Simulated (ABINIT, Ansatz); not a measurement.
# CdF2 (Fm-3m): modes at Γ and the response to a field

Aim: the zone-centre modes of CdF2 (Fm-3m).

Program: ABINIT 10.8.3. Level of theory: DFT LDA, scalar-relativistic, plane waves, PseudoDojo norm-conserving pseudopotentials. Results are calculated unless marked as measured.

## 1. The structure

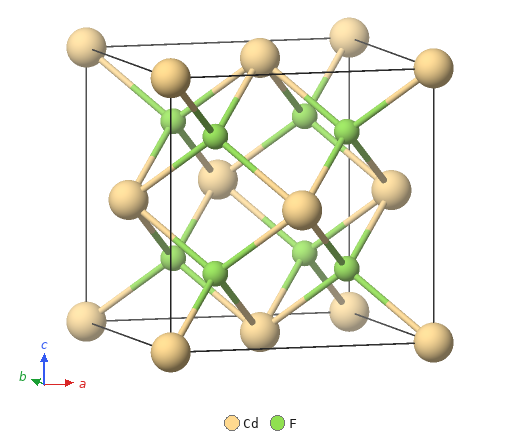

The starting structure, seen slightly off an axis (cadmium orange, fluorine green). This picture shows the conventional cell, with its axes. Some periodic images of atoms are drawn too.

## 2. A first look

A first run with smearing and empty bands tells whether the crystal has a gap, which decides between fixed occupations and smearing later on.

Input file probe.abi:

```
# ground state
tolvrs 1.0d-08
prtden 1
prtwf 1

# basis, mesh and filling
ecut 47.0
ngkpt 6 6 6
nshiftk 1
shiftk 0.0 0.0 0.0
istwfk *1
occopt 7
tsmear 0.005
nband 25
nstep 100
diemac 9.0
prtebands 0
prtgsr 0
useylm 1

# cell and atoms
acell 7.199651192 7.199651192 7.199651192
rprim 
    0.0 0.7071067812 0.7071067812
    0.7071067812 0.0 0.7071067812
    0.7071067812 0.7071067812 0.0
ntypat 2
znucl 48 9
natom 3
typat 1 2 2
xred 
    0.0 0.0 0.0
    0.25 0.25 0.25
    0.75 0.75 0.75
pp_dirpath "./pseudo"
pseudos "Cd.upf, F.upf"
```

Command:

```
OMP_NUM_THREADS=1 mpirun -n 8 abinit probe.abi > probe.log
```

Numbers of over 12 decimals in the logs are rounded to 6 here.

probe.abo, the main output file:

```text
[banners, grids, parts of the stress and lines that vanish by symmetry left out]
- input  file    -> probe.abi
- output file    -> probe.abo
- root for input  files -> probei
[...]
Symmetries : space group Fm -3 m (#225); Bravais cF (face-center cubic)
[...]
mpw =        4092          nfft =      110592          nkpt =          16
[...]
== DATASET  1 ==================================================================
[...]
cutoff_energies: {ecut:  47.0, pawecutdg:  -1.0, }
[...]
ETOT  1  -223.17380543151    -2.232E+02 6.471E+00 1.652E+03
 ETOT  2  -224.16277850858    -9.890E-01 6.764E-02 2.669E+03
 ETOT  3  -224.49250349785    -3.297E-01 2.799E-02 1.025E+02
 ETOT  4  -224.50116823966    -8.665E-03 7.681E-03 5.411E+01
 ETOT  5  -224.50659198614    -5.424E-03 4.765E-03 5.246E+00
[...]
ETOT  9  -224.50739691103    -2.531E-08 4.498E-04 8.348E-07
 ETOT 10  -224.50739691115    -1.213E-10 8.670E-04 1.806E-09
 At SCF step   10       vres2   =  1.81E-09 < tolvrs=  1.00E-08 =>converged.
[...]
sigma(1 1)=  2.10803145E-04  sigma(3 2)=  0.00000000E+00
  sigma(2 2)=  2.10803145E-04  sigma(3 1)=  0.00000000E+00
  sigma(3 3)=  2.10803145E-04  sigma(2 1)=  0.00000000E+00
[...]
convergence: {deltae: -1.213E-10, res2:  1.806E-09, residm:  8.670E-04, diffor: null, }
etotal    :  -2.24507397E+02
[...]
sigma(1 1)=  2.10803145E-04  sigma(3 2)=  0.00000000E+00
  sigma(2 2)=  2.10803145E-04  sigma(3 1)=  0.00000000E+00
  sigma(3 3)=  2.10803145E-04  sigma(2 1)=  0.00000000E+00
[...]
- sigma(1 1)=  6.20204264E+00  sigma(3 2)=  0.00000000E+00
- sigma(2 2)=  6.20204264E+00  sigma(3 1)=  0.00000000E+00
- sigma(3 3)=  6.20204264E+00  sigma(2 1)=  0.00000000E+00
[...]
fcart     -0.0000000000E+00 -0.0000000000E+00 -0.0000000000E+00
           strten      2.1080314456E-04  2.1080314456E-04  2.1080314456E-04
================================================================================

[key lines of the parts left out:]
pressure_GPa:  -6.2020E+00
```

Wall time 8.3 s (8 MPI ranks of Arm Neoverse V2, shared host); 65 s of CPU time.

This step gave:

- volume per atom: 13.03 Å³
- pressure: -6.202 GPa
- gap on the k-mesh: 2.841 eV

A gap of 2.8 eV opens on this mesh, so the crystal is taken as an insulator; the printed pressure holds the stress of the finite basis too.

## 3. Relaxation

The harmonic expansion needs vanishing forces, and a free crystal bears no stress, so cell and atoms are brought to rest. Stress is more sensitive to the basis than forces are: the last 3 Ha under the cutoff are smoothed with ecutsm, and the cutoff is raised above that of the later runs.

Input file relax.abi:

```
# relaxation
ionmov 2
optcell 2
dilatmx 1.08
ntime 40
tolmxf 1.0d-05
tolvrs 1.0d-14
prtwf 0
prtden 0
chksymtnons 0

# basis, mesh and filling
ecut 57.0
ecutsm 3.0
ngkpt 8 8 8
nshiftk 1
shiftk 0.0 0.0 0.0
istwfk *1
occopt 1
nband 17
nstep 100
diemac 9.0
prtebands 0
prtgsr 0
useylm 1

# cell and atoms
acell 7.199651192 7.199651192 7.199651192
rprim 
    0.0 0.7071067812 0.7071067812
    0.7071067812 0.0 0.7071067812
    0.7071067812 0.7071067812 0.0
ntypat 2
znucl 48 9
natom 3
typat 1 2 2
xred 
    0.0 0.0 0.0
    0.25 0.25 0.25
    0.75 0.75 0.75
pp_dirpath "./pseudo"
pseudos "Cd.upf, F.upf"
```

Command:

```
OMP_NUM_THREADS=1 mpirun -n 8 abinit relax.abi > relax.log
```

relax.abo, the main output file:

```text
[banners, grids, parts of the stress and lines that vanish by symmetry left out]
- input  file    -> relax.abi
- output file    -> relax.abo
- root for input  files -> relaxi
[...]
Symmetries : space group Fm -3 m (#225); Bravais cF (face-center cubic)
[...]
mpw =        6866          nfft =      157464          nkpt =          29
[...]
== DATASET  1 ==================================================================
[...]
cutoff_energies: {ecut:  57.0, pawecutdg:  -1.0, }
[...]
ETOT  1  -218.87082263186    -2.189E+02 7.301E+00 1.902E+04
 ETOT  2  -221.92090883922    -3.050E+00 2.113E+00 3.126E+04
 ETOT  3  -224.02216139922    -2.101E+00 6.771E-01 4.604E+03
 ETOT  4  -224.29435384323    -2.722E-01 3.830E-01 2.657E+03
 ETOT  5  -224.46514553254    -1.708E-01 8.069E-02 6.430E+02
[...]
At SCF step   23       vres2   =  5.18E-16 < tolvrs=  1.00E-14 =>converged.
[...]
sigma(1 1)=  1.95071274E-04  sigma(3 2)=  0.00000000E+00
  sigma(2 2)=  1.95071274E-04  sigma(3 1)=  0.00000000E+00
  sigma(3 3)=  1.95071274E-04  sigma(2 1)=  0.00000000E+00
[...]
convergence: {deltae: -1.359E-11, res2:  5.176E-16, residm:  2.012E-15, diffor: null, }
etotal    :  -2.24507667E+02
[...]
ETOT  1  -224.49396164974    -2.245E+02 5.823E-03 2.370E+02
[...]
At SCF step   15       vres2   =  5.80E-15 < tolvrs=  1.00E-14 =>converged.
[...]
sigma(1 1)=  1.33418363E-04  sigma(3 2)=  0.00000000E+00
  sigma(2 2)=  1.33418363E-04  sigma(3 1)=  0.00000000E+00
  sigma(3 3)=  1.33418363E-04  sigma(2 1)=  0.00000000E+00
[...]
convergence: {deltae:  6.111E-12, res2:  5.798E-15, residm:  4.039E-14, diffor: null, }
etotal    :  -2.24508427E+02
[...]
ETOT  1  -224.45310563893    -2.245E+02 3.552E-01 9.644E+02
[...]
At SCF step   15       vres2   =  7.35E-16 < tolvrs=  1.00E-14 =>converged.
[...]
sigma(1 1)= -1.27126602E-05  sigma(3 2)=  0.00000000E+00
  sigma(2 2)= -1.27126602E-05  sigma(3 1)=  0.00000000E+00
  sigma(3 3)= -1.27126602E-05  sigma(2 1)=  0.00000000E+00
[...]
convergence: {deltae:  1.765E-11, res2:  7.348E-16, residm:  7.972E-14, diffor: null, }
etotal    :  -2.24509010E+02
[...]
ETOT  1  -224.50854461286    -2.245E+02 3.376E-07 7.680E+00
[...]
At SCF step   15       vres2   =  7.55E-16 < tolvrs=  1.00E-14 =>converged.
[...]
sigma(1 1)=  6.88256727E-07  sigma(3 2)=  0.00000000E+00
  sigma(2 2)=  6.88256727E-07  sigma(3 1)=  0.00000000E+00
  sigma(3 3)=  6.88256727E-07  sigma(2 1)=  0.00000000E+00
[...]
convergence: {deltae: -3.695E-13, res2:  7.547E-16, residm:  1.101E-15, diffor: null, }
etotal    :  -2.24509015E+02
[...]
ETOT  1  -224.50901393608    -2.245E+02 9.303E-09 2.016E-02
[...]
ETOT 10  -224.50901516529     3.891E-11 3.342E-15 8.195E-14
 ETOT 11  -224.50901516531    -1.754E-11 1.516E-15 5.922E-15
 At SCF step   11       vres2   =  5.92E-15 < tolvrs=  1.00E-14 =>converged.
[...]
sigma(1 1)=  3.20018646E-09  sigma(3 2)=  0.00000000E+00
  sigma(2 2)=  3.20018646E-09  sigma(3 1)=  0.00000000E+00
  sigma(3 3)=  3.20018646E-09  sigma(2 1)=  0.00000000E+00
[...]
convergence: {deltae: -1.754E-11, res2:  5.922E-15, residm:  1.516E-15, diffor: null, }
etotal    :  -2.24509015E+02
[...]
At Broyd/MD step   5, gradients are converged :
[...]
sigma(1 1)=  3.20018646E-09  sigma(3 2)=  0.00000000E+00
  sigma(2 2)=  3.20018646E-09  sigma(3 1)=  0.00000000E+00
  sigma(3 3)=  3.20018646E-09  sigma(2 1)=  0.00000000E+00
[...]
- sigma(1 1)=  9.41527361E-05  sigma(3 2)=  0.00000000E+00
- sigma(2 2)=  9.41527363E-05  sigma(3 1)=  0.00000000E+00
- sigma(3 3)=  9.41527361E-05  sigma(2 1)=  0.00000000E+00
[...]
fcart     -7.8807915579E-32  8.7564350643E-33  6.1295045450E-32
           strten      3.2001864561E-09  3.2001864596E-09  3.2001864561E-09
================================================================================

[key lines of the parts left out:]
pressure_GPa:  -9.4153E-05
Total energy (etotal) [Ha]= -2.24509015165309E+02
```

Wall time 1.9 min (8 MPI ranks); 15 min of CPU time.

The steps of the relaxation:

```
step  energy less that of the first step (eV)  largest force (eV/Å)  volume (Å³)
   1                                   0.0000                0.0000        39.10
   2                                  -0.0207                0.0000        38.42
   3                                  -0.0365                0.0000        37.05
   4                                  -0.0367                0.0000        37.16
   5                                  -0.0367                0.0000        37.16
```

```
conventional cell, symmetrised  before  after  change
                         a (Å)   5.388  5.297  -1.7 %
                         b (Å)   5.388  5.297  -1.7 %
                         c (Å)   5.388  5.297  -1.7 %
              volume (Å³/atom)   13.03  12.39  -5.0 %
```

The relaxed structure:

```xyz
3
Lattice="0.0000 2.6485 2.6485 2.6485 0.0000 2.6485 2.6485 2.6485 0.0000" Properties=species:S:1:pos:R:3 pbc="T T T"
Cd    0.0000    0.0000    0.0000
F     1.3243    1.3243    1.3243
F     3.9728    3.9728    3.9728
```

This step gave:

```yaml
volume_per_atom: 12.39 Å³
pressure: -9.42e-5 GPa
```

The volume changes by -5.0 % in this run and stands -5.0 % from the first cell.

## 4. Self-consistent run for the response

The response is built on these wavefunctions, so the potential is converged far more tightly than an energy would need. The mesh is shifted off Γ, since shifted meshes converge sums over the zone faster.

Input file gs.abi:

```
# ground state
tolvrs 1.0d-16
prtden 1
prtwf 1

# basis, mesh and filling
ecut 47.0
ngkpt 6 6 6
nshiftk 4
shiftk 
    0.5 0.5 0.5
    0.5 0.0 0.0
    0.0 0.5 0.0
    0.0 0.0 0.5
istwfk *1
occopt 1
nband 17
nstep 100
diemac 9.0
prtebands 0
prtgsr 0
useylm 1

# cell and atoms
acell 7.078082086 7.078082086 7.078082086
rprim 
    0.0 0.7071067812 0.7071067812
    0.7071067812 0.0 0.7071067812
    0.7071067812 0.7071067812 0.0
ntypat 2
znucl 48 9
natom 3
typat 1 2 2
xred 
    0.0 0.0 0.0
    0.25 0.25 0.25
    0.75 0.75 0.75
pp_dirpath "./pseudo"
pseudos "Cd.upf, F.upf"
```

Command:

```
OMP_NUM_THREADS=1 mpirun -n 8 abinit gs.abi > gs.log
```

gs.abo, the main output file:

```text
[banners, grids, parts of the stress and lines that vanish by symmetry left out]
- input  file    -> gs.abi
- output file    -> gs.abo
- root for input  files -> gsi
[...]
Symmetries : space group Fm -3 m (#225); Bravais cF (face-center cubic)
[...]
mpw =        3882          nfft =       91125          nkpt =          28
[...]
== DATASET  1 ==================================================================
[...]
cutoff_energies: {ecut:  47.0, pawecutdg:  -1.0, }
[...]
ETOT  1  -219.13330284251    -2.191E+02 5.864E+00 1.129E+04
 ETOT  2  -221.68245007225    -2.549E+00 1.915E+00 2.049E+04
 ETOT  3  -223.94749085433    -2.265E+00 1.059E+00 2.908E+03
 ETOT  4  -224.26241011520    -3.149E-01 4.628E-01 1.643E+03
 ETOT  5  -224.45193587522    -1.895E-01 1.946E-01 5.239E+02
[...]
ETOT 25  -224.50874708805     9.237E-12 8.505E-16 2.497E-15
 ETOT 26  -224.50874708804     1.222E-11 4.895E-17 6.624E-17
 At SCF step   26       vres2   =  6.62E-17 < tolvrs=  1.00E-16 =>converged.
[...]
sigma(1 1)=  1.65372293E-05  sigma(3 2)=  0.00000000E+00
  sigma(2 2)=  1.65372293E-05  sigma(3 1)=  0.00000000E+00
  sigma(3 3)=  1.65372293E-05  sigma(2 1)=  0.00000000E+00
[...]
convergence: {deltae:  1.222E-11, res2:  6.624E-17, residm:  4.895E-17, diffor: null, }
etotal    :  -2.24508747E+02
[...]
sigma(1 1)=  1.65372293E-05  sigma(3 2)=  0.00000000E+00
  sigma(2 2)=  1.65372293E-05  sigma(3 1)=  0.00000000E+00
  sigma(3 3)=  1.65372293E-05  sigma(2 1)=  0.00000000E+00
[...]
- sigma(1 1)=  4.86542085E-01  sigma(3 2)=  0.00000000E+00
- sigma(2 2)=  4.86542085E-01  sigma(3 1)=  0.00000000E+00
- sigma(3 3)=  4.86542085E-01  sigma(2 1)=  0.00000000E+00
[...]
fcart     -1.3134652596E-31 -8.7564350642E-33  1.4885939609E-31
           strten      1.6537229336E-05  1.6537229336E-05  1.6537229336E-05
================================================================================

[key lines of the parts left out:]
pressure_GPa:  -4.8654E-01
```

Run time: 23 s. Hardware: 8 MPI ranks; 3 min of CPU time.

Read from the output:

```
pressure : -0.4865 GPa
```

The cell stands at -0.49 GPa: the relaxation ran with a smoothed and higher cutoff and on another k mesh.

## 5. The gap at rest

Empty bands on the ground state's density check that the gap assumed so far is there in this cell.

Input file gap.abi:

```
# empty bands on the ground state's density
iscf -2
getden_filepath "gso_DEN"
tolwfr 1.0d-12
nbdbuf 2
prtwf 0

# basis, mesh and filling
ecut 47.0
ngkpt 8 8 8
nshiftk 1
shiftk 0.0 0.0 0.0
istwfk *1
occopt 1
nband 21
nstep 100
diemac 9.0
prtebands 0
prtgsr 0
useylm 1

# cell and atoms
acell 7.078082086 7.078082086 7.078082086
rprim 
    0.0 0.7071067812 0.7071067812
    0.7071067812 0.0 0.7071067812
    0.7071067812 0.7071067812 0.0
ntypat 2
znucl 48 9
natom 3
typat 1 2 2
xred 
    0.0 0.0 0.0
    0.25 0.25 0.25
    0.75 0.75 0.75
pp_dirpath "./pseudo"
pseudos "Cd.upf, F.upf"
```

Command:

```
OMP_NUM_THREADS=1 mpirun -n 8 abinit gap.abi > gap.log
```

gap.abo, the main output file:

```text
[banners, grids, parts of the stress and lines that vanish by symmetry left out]
- input  file    -> gap.abi
- output file    -> gap.abo
- root for input  files -> gapi
[...]
Symmetries : space group Fm -3 m (#225); Bravais cF (face-center cubic)
[...]
mpw =        3895          nfft =       91125          nkpt =          29
[...]
== DATASET  1 ==================================================================
[...]
cutoff_energies: {ecut:  47.0, pawecutdg:  -1.0, }
[...]
-outvars: echo values of variables after computation
            acell      7.0780820860E+00  7.0780820860E+00  7.0780820860E+00 Bohr
================================================================================
```

Run time: 9.1 s. Hardware: 8 MPI ranks.

Numbers from this step:

```yaml
gap_on_the_k_mesh: 3.005 eV
```

In this cell the gap on the mesh is 3.0 eV, indirect (smallest direct 3.4 eV), so fixed occupations hold.

(Part 1 of 3 ends here.)

[Host names and launcher messages were left out of these logs when they were recorded.]

[Logs are printed without paths, hosts, clocks, repeated set-up lines and the standing remarks that a program may print on its own settings, such as how far it seeks lower states.]

[Hosts, paths, dates, database ids (printed as entryN), source tags and the programs' standing remarks are cut or masked in the printed files.]
